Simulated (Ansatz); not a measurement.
**GeH₃O+ (triplet): correlated methods under varied settings**

What do other methods and options give for GeH₃O+ (triplet) at this geometry, and how long do they take?

The runs use Ansatz 0.2.0, Gaussian basis; the settings change from run to run.

16 further runs of the same task are left out: 1 for a known fault of the program, 3 that didn't finish, 12 set aside as unsound or not needed.

**1. What is computed**

The geometry is a PBE0/def2-TZVP stationary point (not a proven minimum) of the parent state, kept for this charge and spin. No spin-orbit coupling is included. The filled d shell of Ge may be among the frozen orbitals whatever the setting's name suggests; the logs give the count.

5 atoms, charge 1, spin multiplicity 3.

Atoms are counted from 1 here; the program's logs count them from 0.

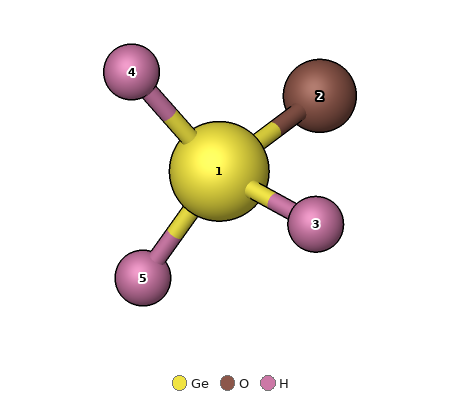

The geometry (germanium yellow, oxygen brown, hydrogen pink); atoms are numbered from 1 in the order of the file.

Coordinates:

```csv
atom,x (Å),y (Å),z (Å)
Ge1,0.00160,0.00000,0.29831
O2,-0.01565,0.00000,-1.49653
H3,1.50624,0.00011,0.61387
H4,-0.68653,1.27018,0.82124
H5,-0.68634,-1.27028,0.82124
```

**2. CISD/cc-pVDZ**

in.yaml reads:

```yaml
crystal:
  periodic: [false, false, false]
  atoms:
    - {symbol: Ge, position_ang: [0.001596, 0.000000, 0.298312]}
    - {symbol: O, position_ang: [-0.015648, -0.000001, -1.496535]}
    - {symbol: H, position_ang: [1.506240, 0.000114, 0.613871]}
    - {symbol: H, position_ang: [-0.686530, 1.270175, 0.821236]}
    - {symbol: H, position_ang: [-0.686338, -1.270279, 0.821236]}
basis:
  gaussian: {orbitals: cc-pVDZ}
total_charge: 1
magnetization: {spin_polarized: false, initial_magnetization: 2}
correlation: {active_space: {ras: {orbitals: [5, 2, 34], electrons: 12, max_holes: 2, max_particles: 2}, fixed_orbitals: true}}
scf: {lower_state_search: off}
output: {forces: true}
```

Launch:

```bash
> ansatz run in.yaml --threads 1 --pin off --events-out ev --progress --plain --max-ram 2393MiB
```

The program printed:

```text
Functional definition: HF
  name "HF"
  cite "Fock, Z. Phys. 61, 126 (1930) doi:10.1007/BF01340294"
  parent pbe
  exchange = exact_x
  correlation = 0
these checks for a lower state are left out or cut short: starts, cluster_reference, orbital_swaps, neighbouring_geometries, increment
582 factors; integrals over basis functions are off by at most 9.9e-4 eV
mean field evaluation 1: about -58523.6162 eV, gradient 7.8e1 eV
mean field evaluation 2: about -58523.6193 eV, gradient 7.8e1 eV
mean field evaluation 4: about -58542.8493 eV, gradient 1.4e1 eV
mean field evaluation 8: about -58545.7449 eV, gradient 4.6e0 eV
mean field evaluation 16: about -58546.1493 eV, gradient 9.4e-2 eV
mean field -58546.14932919 eV, -2151.5313038425 hartree, gradient 9.1e-7 eV, S^2 2.000000; 0 other end points of the search recorded, 0 dependent functions left out
reference -58546.14932919 eV, -2151.5313038425 hartree; 22, 20 occupied and 34, 36 virtual orbitals, 582 factors
state -58552.41992156 eV, -2151.7617438617 hartree
the calculation of the forces begins
Total energy: -58552.41992156 eV, -2151.7617438617 hartree
Atom 0 at     0.001596     0.000000     0.298312 Å, force     0.193191     0.000014     5.392787 eV/Å
Atom 1 at    -0.015648    -0.000001    -1.496535 Å, force    -0.113721    -0.000008    -3.646872 eV/Å
Atom 2 at     1.506240     0.000114     0.613871 Å, force     0.071861     0.000005    -0.509184 eV/Å
Atom 3 at    -0.686530     1.270175     0.821236 Å, force    -0.075672     0.088855    -0.618365 eV/Å
Atom 4 at    -0.686338    -1.270279     0.821236 Å, force    -0.075659    -0.088866    -0.618365 eV/Å
Dipole moment:    -0.022520    -0.000002    -0.124910 e Å
Checks for a lower state left out: starts, cluster_reference, orbital_swaps, neighbouring_geometries, increment
```

It took 6 s on 1 thread of Intel Xeon 6975P-C, shared host.

From the report: 127,368 determinants.

**3. MP2 on UHF/cc-pVDZ**

in.yaml: that of step 2 with these lines changed.

```diff
@@ -11,5 +11,4 @@
 total_charge: 1
-magnetization: {spin_polarized: false, initial_magnetization: 2}
-correlation: {active_space: {ras: {orbitals: [5, 2, 34], electrons: 12, max_holes: 2, max_particles: 2}, fixed_orbitals: true}}
-scf: {lower_state_search: off}
-output: {forces: true}
+magnetization: {spin_polarized: true, initial_magnetization: 2}
+correlation: {method: mp2, electrons: outside_noble_gas}
+accuracy: high
```

The command is unchanged.

The program printed (excerpt; [...] marks lines left out):

```text
Functional definition: HF
  name "HF"
  cite "Fock, Z. Phys. 61, 126 (1930) doi:10.1007/BF01340294"
  parent pbe
[...]
1213 factors; integrals over basis functions are off by at most 4.6e-9 eV
[...]
mean field -58546.37371763 eV, -2151.5395499655 hartree, gradient 1.3e-8 eV, S^2 2.020339; 6 other end points of the search recorded, 0 dependent functions left out
15 core orbitals not correlated: weight in the atoms' cores, before any rotation towards them, 0.909 or more for the frozen orbitals, at most 0.089 for the correlated occupied ones
reference -58546.37371763 eV, -2151.5395499655 hartree; 7, 5 occupied and 34, 36 virtual orbitals, 1213 factors
second order -5.40375612 eV of doubles, -0.00000000 eV of singles
Total energy: -58551.77747375 eV, -2151.7381343403 hartree
```

Wall time 2 s (1 thread of Intel Xeon 6975P-C, shared host).

From the report: ⟨S²⟩ of the determinant 2.020 (pure triplet: 2.00).

**4. CCSD(T) on UHF/cc-pVDZ**

in.yaml: that of step 3 with these lines changed.

```diff
@@ -12,3 +12,3 @@
 magnetization: {spin_polarized: true, initial_magnetization: 2}
-correlation: {method: mp2, electrons: outside_noble_gas}
-accuracy: high
+correlation: {method: ccsd_t, electrons: outside_noble_gas, diis_vectors: 4}
+output: {forces: true}
```

The command is unchanged.

The program printed (excerpt; [...] marks lines left out):

```text
Functional definition: HF
  name "HF"
  cite "Fock, Z. Phys. 61, 126 (1930) doi:10.1007/BF01340294"
  parent pbe
[...]
582 factors; integrals over basis functions are off by at most 9.9e-4 eV
[...]
mean field -58546.37347455 eV, -2151.5395410326 hartree, gradient 2.0e-6 eV, S^2 2.020339; 4 other end points of the search recorded, 0 dependent functions left out
15 core orbitals not correlated: weight in the atoms' cores, before any rotation towards them, 0.909 or more for the frozen orbitals, at most 0.089 for the correlated occupied ones
reference -58546.37347455 eV, -2151.5395410326 hartree; 7, 5 occupied and 34, 36 virtual orbitals, 582 factors
second order -5.40371469 eV of doubles, -0.00000000 eV of singles
cycle   1  -6.17055074 eV  change   -7.7e-1 eV  update   8.6e-2
[...]
cycle  21  -6.68654562 eV  change   -1.1e-6 eV  update   4.6e-7
perturbative correction -0.17627913 eV, -0.0064781387 hartree
[...]
Total energy: -58553.23629930 eV, -2151.7917451903 hartree
Atom 0 at     0.001596     0.000000     0.298312 Å, force     0.029034     0.000002     3.097761 eV/Å
Atom 1 at    -0.015648    -0.000001    -1.496535 Å, force    -0.081272    -0.000006    -2.160590 eV/Å
Atom 2 at     1.506240     0.000114     0.613871 Å, force     0.417417     0.000032    -0.271554 eV/Å
Atom 3 at    -0.686530     1.270175     0.821236 Å, force    -0.182614     0.325127    -0.332809 eV/Å
Atom 4 at    -0.686338    -1.270279     0.821236 Å, force    -0.182565    -0.325154    -0.332809 eV/Å
Dipole moment:    -0.010200    -0.000001     0.072361 e Å
```

It took 6.5 s on 1 thread of Intel Xeon 6975P-C, shared host.

From the report: ⟨S²⟩ of the determinant 2.020 (pure triplet: 2.00); correlation -6.8628 eV; T1 0.057; largest double amplitude 0.04.

**5. CCSD(T)/cc-pVDZ**

in.yaml: that of step 4 with these lines changed.

```diff
@@ -11,4 +11,5 @@
 total_charge: 1
-magnetization: {spin_polarized: true, initial_magnetization: 2}
-correlation: {method: ccsd_t, electrons: outside_noble_gas, diis_vectors: 4}
-output: {forces: true}
+magnetization: {spin_polarized: false, initial_magnetization: 2}
+hamiltonian: {xc: {name: B3LYP}}
+correlation: {method: ccsd_t, electrons: outside_noble_gas, diis_vectors: 1}
+scf: {lower_state_search: light}
```

Launched as before.

The program printed (excerpt; [...] marks lines left out):

```text
Functional definition: B3LYP
  name "B3LYP"
  cite "Stephens, Devlin, Chabalowski & Frisch, J. Phys. Chem. 98, 11623 (1994) doi:10.1021/j100096a001"
  cite "Becke, Phys. Rev. A 38, 3098 (1988) doi:10.1103/PhysRevA.38.3098"
  cite "Lee, Yang & Parr, Phys. Rev. B 37, 785 (1988) doi:10.1103/PhysRevB.37.785"
  cite "Vosko, Wilk & Nusair, Can. J. Phys. 58, 1200 (1980) doi:10.1139/p80-159"
[...]
582 factors; integrals over basis functions are off by at most 9.9e-4 eV
[...]
mean field -58601.65200976 eV, -2153.5709897324 hartree, gradient 5.9e-6 eV, S^2 2.000000; 4 other end points of the search recorded, 0 dependent functions left out
[...]
15 core orbitals not correlated: weight in the atoms' cores, before any rotation towards them, 0.981 or more for the frozen orbitals, at most 0.017 for the correlated occupied ones
reference -58544.48929938 eV, -2151.4702988723 hartree; 7, 5 occupied and 34, 36 virtual orbitals, 582 factors
second order -7.24469158 eV of doubles, -0.96397259 eV of singles
cycle   1  -7.58660412 eV  change    6.0e-1 eV  update   1.8e-1
[...]
cycle  18  -8.29514759 eV  change   -4.0e-6 eV  update   4.1e-6
perturbative correction -0.27323642 eV, -0.0100412533 hartree
Total energy: -58553.05768340 eV, -2151.7851811769 hartree
```

It took 3.5 s on 1 thread of Intel Xeon 6975P-C, shared host.

From the report: correlation -8.5684 eV; T1 0.036; largest double amplitude 0.05. The orbitals are Kohn-Sham ones, so correlation energy and T1 don't compare with those on Hartree-Fock orbitals.

**6. CCSDT(Q)/6-31G**

in.yaml: that of step 5 with these lines changed.

```diff
@@ -9,7 +9,8 @@
 basis:
-  gaussian: {orbitals: cc-pVDZ}
+  gaussian: {orbitals: 6-31G}
 total_charge: 1
 magnetization: {spin_polarized: false, initial_magnetization: 2}
-hamiltonian: {xc: {name: B3LYP}}
-correlation: {method: ccsd_t, electrons: outside_noble_gas, diis_vectors: 1}
-scf: {lower_state_search: light}
+hamiltonian: {xc: {name: PBE}}
+correlation: {method: ccsdt_q, electrons: outside_noble_gas, diis_vectors: 4}
+accuracy: high
+scf: {omitted_lower_state_checks: [cluster_reference]}
```

Launched as before.

The program printed (excerpt; [...] marks lines left out):

```text
Functional definition: PBE
  name "PBE"
  cite "Perdew, Burke & Ernzerhof, Phys. Rev. Lett. 77, 3865 (1996) doi:10.1103/PhysRevLett.77.3865"
  parent pbe
[...]
824 factors; integrals over basis functions are off by at most 4.1e-9 eV
[...]
mean field -58580.21683038 eV, -2152.7832614193 hartree, gradient 8.4e-8 eV, S^2 2.000000; 0 other end points of the search recorded, 0 dependent functions left out
15 core orbitals not correlated: weight in the atoms' cores, before any rotation towards them, 0.968 or more for the frozen orbitals, at most 0.028 for the correlated occupied ones
reference -58534.53276381 eV, -2151.1044029388 hartree; 7, 5 occupied and 22, 24 virtual orbitals, 824 factors
second order -5.23858593 eV of doubles, -1.17588621 eV of singles
cycle   1  -5.41932192 eV  change    7.6e-1 eV  update   1.6e-1
[...]
cycle  38  -6.34238290 eV  change   -1.0e-9 eV  update   1.3e-9
perturbative correction -0.02253497 eV, -0.0008281450 hartree
WARN: these amplitudes may be one of several solutions (largest doubles amplitude 0.08, level shift 0.89 eV)
Total energy: -58540.89768169 eV, -2151.3383093564 hartree
Checks for a lower state left out: cluster_reference
```

Run time: 13 s. Hardware: 1 thread of Intel Xeon 6975P-C, shared host; peak memory 0.35 GiB.

From the report: correlation -6.3649 eV; T1 0.046; largest double amplitude 0.08. The orbitals are Kohn-Sham ones, so correlation energy and T1 don't compare with those on Hartree-Fock orbitals. The report flags that the cluster equations may have other roots.

**7. The runs in one table**

Where basis and cores are those of an earlier UCCSDT(Q)/cc-pVDZ run (-58553.3109 eV), and the state is the same kind, the miss against it is given. † marks a result that the program doubts.

| level | correlated | functions | energy (eV) | from UCCSDT(Q) (meV) | time |
| --- | --- | --- | --- | --- | --- |
| CISD/cc-pVDZ | outside noble gas | 56 | -58552.4199 | 891.0 | 6 s |
| MP2 on UHF/cc-pVDZ | outside noble gas | 56 | -58551.7775 | 1533.4 | 2 s |
| CCSD(T) on UHF/cc-pVDZ | outside noble gas | 56 | -58553.2363 | 74.6 | 6.5 s |
| CCSD(T)/cc-pVDZ (on B3LYP orbitals) | outside noble gas | 56 | -58553.0577 | 253.2 | 3.5 s |
| CCSDT(Q)/6-31G (on PBE orbitals) † | outside noble gas | 44 | -58540.8977 |  | 13 s |

**8. Outcome**

```
quantity                                     value
    runs                                         5
quickest                   MP2 on UHF/cc-pVDZ, 2 s
 slowest  CCSDT(Q)/6-31G (on PBE orbitals) †, 13 s
```

What this shows: Total energies in different bases, with other cores or another treatment of relativity can't be set against each other. CCSDT(Q)/6-31G (on PBE orbitals) † took 7 times as long as MP2 on UHF/cc-pVDZ; the jobs differ in more than the method. Among the correlated runs with a miss given, it spans +75 to +1533 meV. Cores frozen from Kohn-Sham orbitals shift the total energy.
